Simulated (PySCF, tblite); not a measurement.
# AlH2Cl: protonation

Aim: compute the protonation of AlH2Cl (`[AlH2][Cl]`).

Computed with tblite 0.8.0 and PySCF 2.14.0 and routines of our own; the level stands in each step. Atoms count from 0.

## (1) The system as given

4 atoms, charge 0, multiplicity 1; geometry from: start built from the parent or by distance geometry.

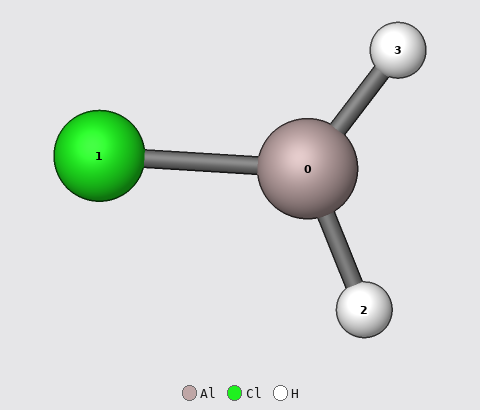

The starting geometry (aluminium light grey, chlorine green, hydrogen white); sticks join atoms by distance alone.

## (2) Optimising the geometry with GFN2-xTB

Job settings and geometry (Å):

```
{"job": {"kind": "relax", "xc": "GFN2-xTB", "basis": "xTB"}, "charge": 0, "multiplicity": 1}
Al    -0.152100    -0.028300    -0.201800
Cl     2.009300    -0.119900    -0.572500
H     -0.866200     1.338500    -0.639100
H     -0.970600    -1.180700     0.496100
```

Run with:

```console
> OMP_NUM_THREADS=1 python redox_run.py task.json out
```

One launch serves the whole session: the jobs run in the order shown.

Log:

```text
step      E/eV     max force
  0    -182.35006    2.145
  1    -182.46026    1.715
  2    -182.52014    2.537
  3    -182.59150    0.549
  4    -182.60615    0.476
  5    -182.62042    0.342
  6    -182.62298    0.145
  7    -182.62373    0.081
  8    -182.62396    0.077
  9    -182.62506    0.148
 10    -182.62580    0.138
 11    -182.62629    0.073
 12    -182.62643    0.040
 13    -182.62648    0.033
 14    -182.62652    0.029
 15    -182.62657    0.028
 16    -182.62661    0.023
 17    -182.62663    0.013
 18    -182.62663    0.007
```

It took 0.06 s on 1 thread of AMD EPYC 7B13, shared host.

Step by step:

| step | energy from step 0 (eV) | largest force (eV/Å) |
| --- | --- | --- |
| 0 | 0.0000 | 2.1449 |
| 1 | -0.1102 | 1.7147 |
| 2 | -0.1701 | 2.5368 |
| 3 | -0.2414 | 0.5487 |
| 4 | -0.2561 | 0.4760 |
| 5 | -0.2704 | 0.3418 |
| 6 | -0.2729 | 0.1445 |
| 7 | -0.2737 | 0.0808 |
| 8 | -0.2739 | 0.0765 |
| 9 | -0.2750 | 0.1484 |
| 10 | -0.2757 | 0.1377 |
| 11 | -0.2762 | 0.0734 |
| 12 | -0.2764 | 0.0401 |
| 13 | -0.2764 | 0.0330 |
| 14 | -0.2765 | 0.0295 |
| 15 | -0.2765 | 0.0277 |
| 16 | -0.2765 | 0.0227 |
| 17 | -0.2766 | 0.0128 |
| 18 | -0.2766 | 0.0066 |

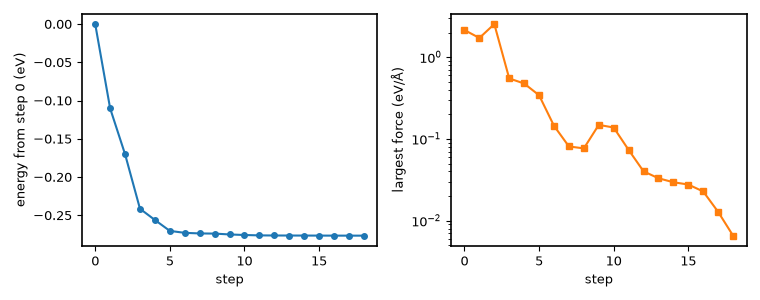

Energy and force, step by step.

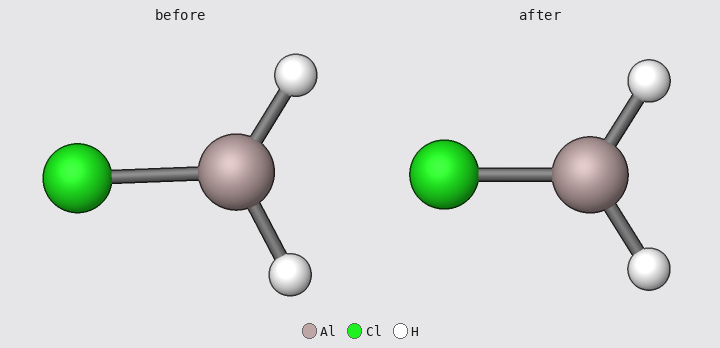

Before and after, at one scale.

Close pairs (by a distance rule), those that changed most:

| bond | before (Å) | after (Å) | change (Å) |
| --- | --- | --- | --- |
| Al0–Cl1 | 2.195 | 2.014 | -0.181 |
| Al0–H2 | 1.603 | 1.537 | -0.066 |
| Al0–H3 | 1.576 | 1.537 | -0.039 |

The end geometry stands in the next job.

## (3) Infrared spectrum with GFN2-xTB

Job settings and geometry (Å):

```
{"job": {"kind": "ir", "xc": "GFN2-xTB", "basis": "xTB"}, "charge": 0, "multiplicity": 1}
Al    -0.089918     0.009737    -0.214640
Cl     1.891058    -0.155689    -0.538075
H     -0.876616     1.269295    -0.611952
H     -0.904056    -1.113798     0.447319
```

Log:

```text
mode    cm-1     km/mol
  1     399.4     64.18
  2     576.7      6.11
  3     615.3    114.02
  4     812.3    511.12
  5    1827.9    365.87
  6    1836.0     96.67
ZPE 36.292  H(298)-E 48.078  G(298)-E -27.283 kJ/mol  S 252.76 J/(mol K)
```

Wall time 0.1 s (1 thread of AMD EPYC 7B13, shared host).

The strongest bands and the atoms that carry them (share of the mass-weighted mode):

| cm⁻¹ | km/mol | atoms |
| --- | --- | --- |
| 399 | 64.2 | H2 44 %, H3 44 % |
| 577 | 6.1 | Al0 47 %, Cl1 45 % |
| 615 | 114.0 | H3 43 %, H2 43 %, Al0 13 % |
| 812 | 511.1 | H3 45 %, H2 45 % |
| 1828 | 365.9 | H3 48 %, H2 46 % |
| 1836 | 96.7 | H2 50 %, H3 48 % |

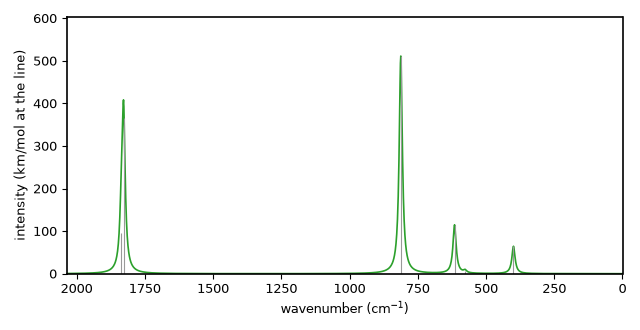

The infrared spectrum from these modes, unscaled. Lines are broadened to a width of 14 cm⁻¹ (Lorentzian).

## (4) Optimising the geometry at PBE0-D3(BJ)/def2-SVP

Job settings and geometry (Å):

```
{"job": {"xc": "PBE0", "basis": "def2-SVP", "d3": "d3bj", "grid": 1, "kind": "geom"}, "charge": 0, "multiplicity": 1}
Al    -0.089918     0.009737    -0.214640
Cl     1.891058    -0.155689    -0.538075
H     -0.876616     1.269295    -0.611952
H     -0.904056    -1.113798     0.447319
```

Log:

```text
step   0  E = -703.38385276  max force = 0.034378
step   1  E = -703.38884141  max force = 0.003846
step   2  E = -703.38896106  max force = 0.000506
step   3  E = -703.38896088  max force = 0.000127
optimisation converged
```

Wall time 2.2 s (1 thread of AMD EPYC 7B13, shared host).

The steps of the relaxation:

| step | energy from step 0 (eV) | largest force component (eV/Å) |
| --- | --- | --- |
| 0 | 0.0000 | 1.7678 |
| 1 | -0.1357 | 0.1978 |
| 2 | -0.1390 | 0.0260 |
| 3 | -0.1390 | 0.0065 |

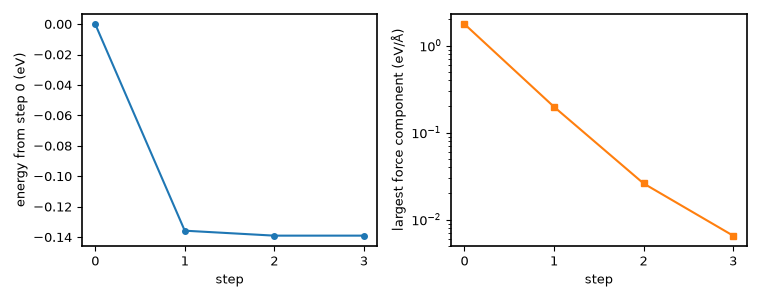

Energy and force, step by step.

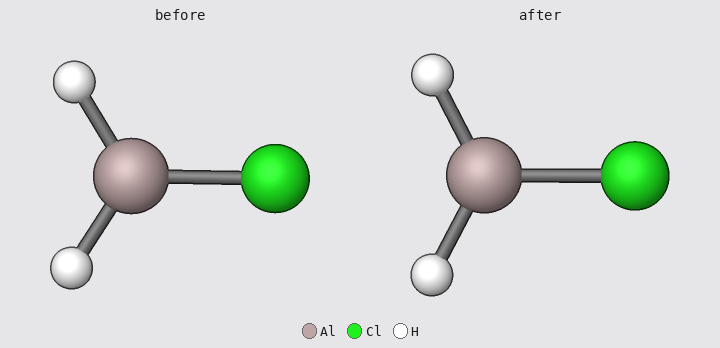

Before and after, at one scale.

Close pairs (by a distance rule), those that changed most:

| bond | before (Å) | after (Å) | change (Å) |
| --- | --- | --- | --- |
| Al0–Cl1 | 2.014 | 2.106 | +0.092 |
| Al0–H2 | 1.537 | 1.579 | +0.042 |
| Al0–H3 | 1.537 | 1.579 | +0.041 |

The next job starts from the end point, and lists it.

| at the end point | value |
| --- | --- |
| point group (found at 0.08 Å tolerance) | C2v |
| rotational constants (GHz, main isotopes) | 127.6, 6.762, 6.422 |
| dipole moment (D) | 1.25 |

## (5) Harmonic vibrations (AlH2Cl): PBE0-D3(BJ)/def2-SVP

Job settings and geometry (Å):

```
{"job": {"xc": "PBE0", "basis": "def2-SVP", "d3": "d3bj", "grid": 2, "kind": "hessian"}, "charge": 0, "multiplicity": 1}
Al    -0.158780     0.017671    -0.202552
Cl     1.914281    -0.176188    -0.520862
H     -0.844163     1.363813    -0.663452
H     -0.904516    -1.196043     0.478133
```

Log:

```text
coarse grid: 4488 points
cycle   1  E = -703.2901953379  dE = -1.175e-01  |g| = 2.500e-01  |ddm| = 1.760e+00
cycle   2  E = -703.2904362026  dE = -2.409e-04  |g| = 2.580e-01  |ddm| = 7.070e-01
cycle   3  E = -703.3108079343  dE = -2.037e-02  |g| = 1.687e-02  |ddm| = 3.834e-01
cycle   4  E = -703.3109154813  dE = -1.075e-04  |g| = 2.726e-03  |ddm| = 2.930e-02
cycle   5  E = -703.3109178563  dE = -2.375e-06  |g| = 4.205e-04  |ddm| = 3.709e-03
final grid: 34384 points
cycle   6  E = -703.3889512739  dE = -2.350e-06  |g| = 1.366e-03  |ddm| = 5.216e-03
cycle   7  E = -703.3889512835  dE = -9.611e-09  |g| = 1.335e-03  |ddm| = 3.747e-03
cycle   8  E = -703.3889517924  dE = -5.088e-07  |g| = 7.208e-05  |ddm| = 1.890e-03
cycle   9  E = -703.3889517941  dE = -1.695e-09  |g| = 1.004e-05  |ddm| = 9.816e-05
cycle  10  E = -703.3889517941  dE = -3.297e-11  |g| = 9.548e-07  |ddm| = 1.295e-05
converged SCF energy = -703.3889517941

mode    cm-1
  1     524.0
  2     536.6
  3     612.8
  4     792.4
  5    1972.4
  6    1988.5
ZPE 38.440  H(298)-E 50.037  G(298)-E -25.364 kJ/mol  S 252.90 J/(mol K)
```

Run time: 7.1 s. Hardware: 1 thread of AMD EPYC 7B13, shared host; peak memory 0.57 GiB.

Zero-point energy 38.44 kJ/mol (xTB gave 36.29).

## (6) Single point (AlH2Cl): M06-2X/def2-TZVP

Geometry: PBE0-D3(BJ)/def2-SVP.

Job settings and geometry (Å):

```
{"job": {"kind": "sp", "xc": "M06-2X", "basis": "def2-TZVP", "grid": 3}, "charge": 0, "multiplicity": 1}
Al    -0.158780     0.017671    -0.202552
Cl     1.914281    -0.176188    -0.520862
H     -0.844163     1.363813    -0.663452
H     -0.904516    -1.196043     0.478133
```

Log:

```text
coarse grid: 17616 points
cycle   1  E = -703.8415505974  dE = -1.165e-01  |g| = 2.474e-01  |ddm| = 1.432e+00
cycle   2  E = -703.8501302711  dE = -8.580e-03  |g| = 2.180e-01  |ddm| = 4.387e-01
cycle   3  E = -703.8616268469  dE = -1.150e-02  |g| = 1.706e-02  |ddm| = 1.940e-01
cycle   4  E = -703.8616927190  dE = -6.587e-05  |g| = 4.419e-03  |ddm| = 2.019e-02
cycle   5  E = -703.8616976857  dE = -4.967e-06  |g| = 1.133e-03  |ddm| = 5.310e-03
final grid: 57680 points
cycle   6  E = -703.8620541887  dE = -4.285e-06  |g| = 2.319e-03  |ddm| = 8.021e-03
cycle   7  E = -703.8620545402  dE = -3.514e-07  |g| = 1.540e-03  |ddm| = 2.614e-03
cycle   8  E = -703.8620549299  dE = -3.897e-07  |g| = 1.247e-04  |ddm| = 1.276e-03
cycle   9  E = -703.8620549339  dE = -3.974e-09  |g| = 4.381e-05  |ddm| = 1.288e-04
converged SCF energy = -703.8620549339
```

Run time: 2.8 s. Hardware: 1 thread of AMD EPYC 7B13, shared host.

The fields below are evaluated on a grid from the run's orbitals.

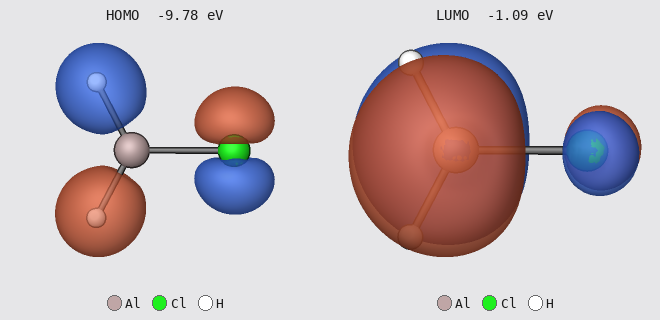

Frontier orbitals at M06-2X/def2-TZVP; each surface holds 70 % of the orbital's density, blue and red mark the sign.

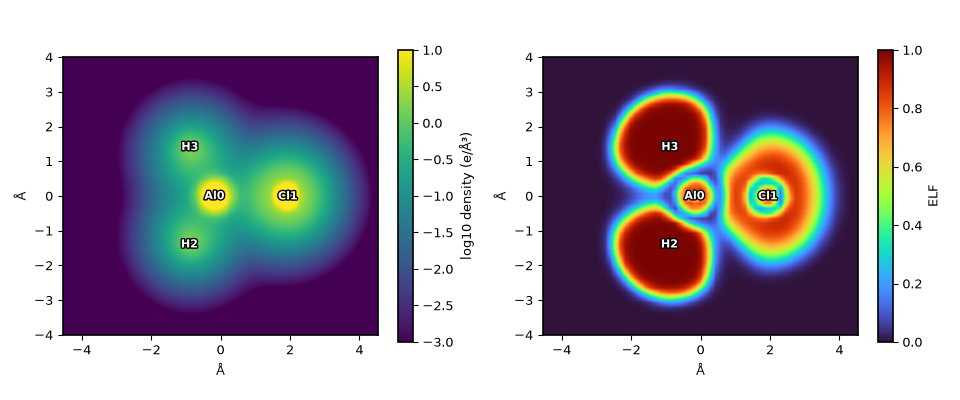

Density (left) and ELF (right) in a plane through or near 4 of the atoms.

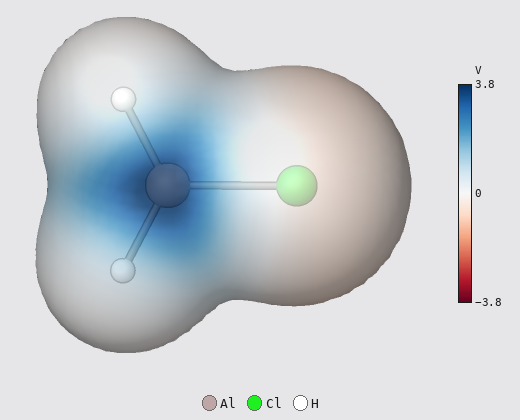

Electrostatic potential on the surface of density 0.002 e/bohr³; red is low, blue high. It runs from -0.54 V near Cl1 to 3.80 V near Al0.

## (7) Geometry optimisation with GFN2-xTB

This step treats AlH₃Cl+, `[AlH2][ClH+]`.

Job settings and geometry (Å):

```
{"job": {"kind": "relax", "xc": "GFN2-xTB", "basis": "xTB"}, "charge": 1, "multiplicity": 1}
Al    -0.142500     0.011600    -0.207800
Cl     1.903600    -0.167500    -0.543900
H     -0.826700     1.356200    -0.660300
H     -0.907000    -1.181400     0.457500
H      3.219500    -0.226200    -0.838600
```

Log:

```text
step      E/eV     max force
  0    -182.48504    1.356
  1    -182.53799    0.727
  2    -182.55948    0.458
  3    -182.56373    0.394
  4    -182.57803    0.252
  5    -182.58033    0.227
  6    -182.58652    0.176
  7    -182.58738    0.170
  8    -182.59068    0.081
  9    -182.59091    0.044
 10    -182.59099    0.017
 11    -182.59101    0.016
 12    -182.59104    0.027
 13    -182.59110    0.046
 14    -182.59121    0.068
 15    -182.59137    0.072
 16    -182.59150    0.046
 17    -182.59155    0.020
 18    -182.59156    0.015
 19    -182.59157    0.016
 20    -182.59158    0.016
 21    -182.59159    0.011
 22    -182.59160    0.004
```

Wall time 0.15 s (1 thread of AMD EPYC 7B13, shared host).

Relaxation path:

| step | energy from step 0 (eV) | largest force (eV/Å) |
| --- | --- | --- |
| 0 | 0.0000 | 1.3562 |
| 1 | -0.0530 | 0.7266 |
| 2 | -0.0744 | 0.4584 |
| 3 | -0.0787 | 0.3944 |
| 4 | -0.0930 | 0.2515 |
| 5 | -0.0953 | 0.2269 |
| 6 | -0.1015 | 0.1758 |
| 7 | -0.1023 | 0.1698 |
| 8 | -0.1056 | 0.0809 |
| 9 | -0.1059 | 0.0443 |
| 10 | -0.1060 | 0.0171 |
| 11 | -0.1060 | 0.0157 |
| 12 | -0.1060 | 0.0272 |
| 13 | -0.1061 | 0.0457 |
| 14 | -0.1062 | 0.0681 |
| 15 | -0.1063 | 0.0724 |
| 16 | -0.1065 | 0.0461 |
| 17 | -0.1065 | 0.0196 |
| 18 | -0.1065 | 0.0153 |
| 19 | -0.1065 | 0.0158 |
| 20 | -0.1065 | 0.0161 |
| 21 | -0.1065 | 0.0114 |
| 22 | -0.1066 | 0.0036 |

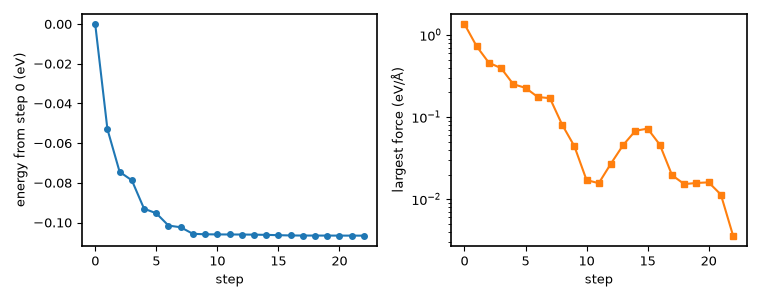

Energy and largest force along the relaxation.

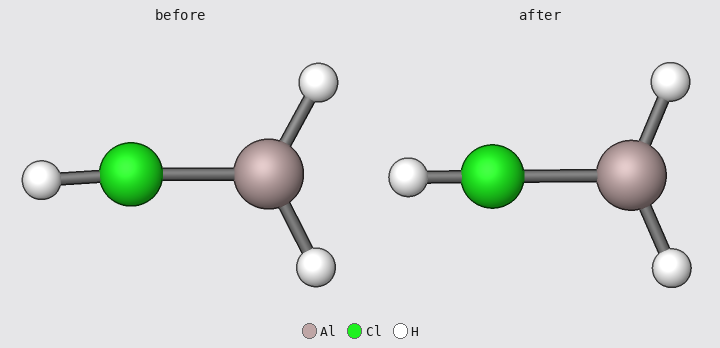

Before and after, at one scale.

Close pairs (by a distance rule), those that changed most:

| bond | before (Å) | after (Å) | change (Å) |
| --- | --- | --- | --- |
| Cl1–H4 | 1.350 | 1.272 | -0.077 |
| Al0–H2 | 1.575 | 1.522 | -0.053 |
| Al0–H3 | 1.565 | 1.522 | -0.043 |
| Al0–Cl1 | 2.081 | 2.099 | +0.018 |

The final coordinates are the input of the step that follows.

## (8) Infrared spectrum with GFN2-xTB

Job settings and geometry (Å):

```
{"job": {"kind": "ir", "xc": "GFN2-xTB", "basis": "xTB"}, "charge": 1, "multiplicity": 1}
Al    -0.188612     0.029363    -0.212926
Cl     1.871828    -0.147012    -0.573014
H     -0.765665     1.361866    -0.668420
H     -0.792462    -1.201126     0.449208
H      3.121724    -0.250529    -0.787876
```

Log:

```text
mode    cm-1     km/mol
  1     155.8     69.24
  2     245.0     55.35
  3     332.4      0.08
  4     442.1     14.56
  5     559.9     64.28
  6     719.5    279.26
  7    1878.0      3.33
  8    1943.5    155.97
  9    2423.6     30.33
ZPE 52.036  H(298)-E 67.384  G(298)-E -14.931 kJ/mol  S 276.09 J/(mol K)
```

It took 0.12 s on 1 thread of AMD EPYC 7B13, shared host.

The strongest bands and the atoms that carry them (share of the mass-weighted mode):

| cm⁻¹ | km/mol | atoms |
| --- | --- | --- |
| 156 | 69.2 | H4 50 %, H2 17 %, H3 17 % |
| 245 | 55.4 | H4 91 % |
| 442 | 14.6 | Al0 50 %, Cl1 43 % |
| 560 | 64.3 | H3 44 %, H2 44 %, Al0 10 % |
| 720 | 279.3 | H2 46 %, H3 46 % |
| 1878 | 3.3 | H3 51 %, H2 48 % |
| 1944 | 156.0 | H2 49 %, H3 46 % |
| 2424 | 30.3 | H4 97 % |

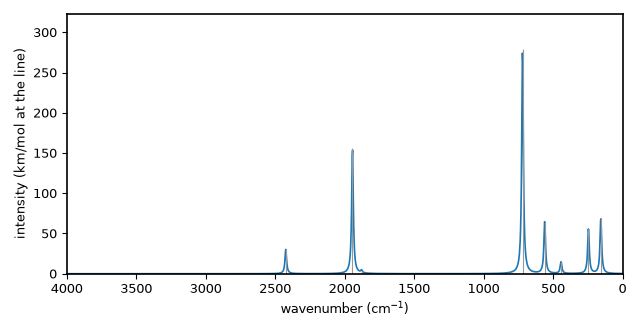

The infrared spectrum from these modes, unscaled. Lines are broadened to a width of 14 cm⁻¹ (Lorentzian).

## (9) Geometry optimisation at PBE0-D3(BJ)/def2-SVP

This step treats AlH₃Cl+, `[AlH2][ClH+]`.

Job settings and geometry (Å):

```
{"job": {"xc": "PBE0", "basis": "def2-SVP", "d3": "d3bj", "grid": 1, "kind": "geom"}, "charge": 1, "multiplicity": 1}
Al    -0.188612     0.029363    -0.212926
Cl     1.871828    -0.147012    -0.573014
H     -0.765665     1.361866    -0.668420
H     -0.792462    -1.201126     0.449208
H      3.121724    -0.250529    -0.787876
```

Log:

```text
step   0  E = -703.60039307  max force = 0.058918
step   1  E = -703.61777488  max force = 0.022008
step   2  E = -703.62096613  max force = 0.008876
step   3  E = -703.62175969  max force = 0.003610
step   4  E = -703.62244351  max force = 0.004284
step   5  E = -703.62309328  max force = 0.006375
step   6  E = -703.62437347  max force = 0.008997
step   7  E = -703.62679548  max force = 0.011796
step   8  E = -703.63078524  max force = 0.013368
step   9  E = -703.63570208  max force = 0.012121
step  10  E = -703.64469406  max force = 0.007496
step  11  E = -703.64689440  max force = 0.003674
step  12  E = -703.64717523  max force = 0.002062
step  13  E = -703.64726473  max force = 0.000886
step  14  E = -703.64731506  max force = 0.000970
step  15  E = -703.64737714  max force = 0.001707
step  16  E = -703.64744944  max force = 0.001425
step  17  E = -703.64749892  max force = 0.000808
step  18  E = -703.64751564  max force = 0.000357
step  19  E = -703.64752087  max force = 0.000260
optimisation converged
```

Wall time 12 s (1 thread of AMD EPYC 7B13, shared host).

The steps of the relaxation:

| step | energy from step 0 (eV) | largest force component (eV/Å) |
| --- | --- | --- |
| 0 | 0.0000 | 3.0297 |
| 1 | -0.4730 | 1.1317 |
| 2 | -0.5598 | 0.4564 |
| 3 | -0.5814 | 0.1856 |
| 4 | -0.6000 | 0.2203 |
| 5 | -0.6177 | 0.3278 |
| 6 | -0.6525 | 0.4626 |
| 7 | -0.7184 | 0.6066 |
| 8 | -0.8270 | 0.6874 |
| 9 | -0.9608 | 0.6233 |
| 10 | -1.2055 | 0.3855 |
| 11 | -1.2654 | 0.1889 |
| 12 | -1.2730 | 0.1060 |
| 13 | -1.2754 | 0.0456 |
| 14 | -1.2768 | 0.0499 |
| 15 | -1.2785 | 0.0878 |
| 16 | -1.2805 | 0.0733 |
| 17 | -1.2818 | 0.0415 |
| 18 | -1.2823 | 0.0184 |
| 19 | -1.2824 | 0.0134 |

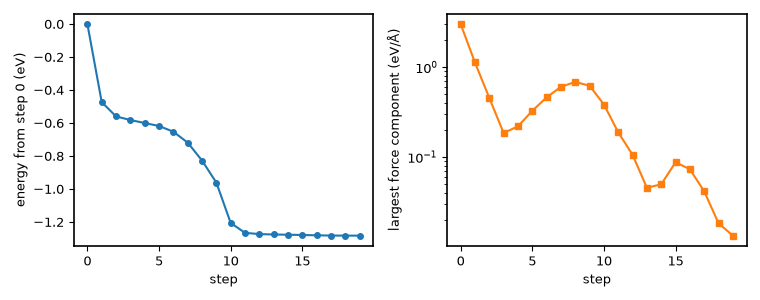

Energy and force, step by step.

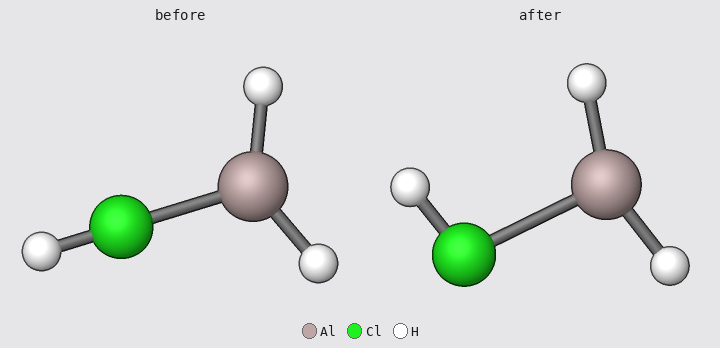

The geometry before (left) and after (right).

Close pairs (by a distance rule), those that changed most:

| bond | before (Å) | after (Å) | change (Å) |
| --- | --- | --- | --- |
| Al0–Cl1 | 2.099 | 2.402 | +0.303 |
| Al0–H3 | 1.522 | 1.559 | +0.037 |
| Al0–H2 | 1.522 | 1.558 | +0.036 |
| Cl1–H4 | 1.272 | 1.304 | +0.032 |

The next job starts from the end point, and lists it.

| at the end point | value |
| --- | --- |
| point group (found at 0.08 Å tolerance) | Cs |
| rotational constants (GHz, main isotopes) | 81.540, 5.287, 4.965 |

(Part 1 of 2 ends here.)
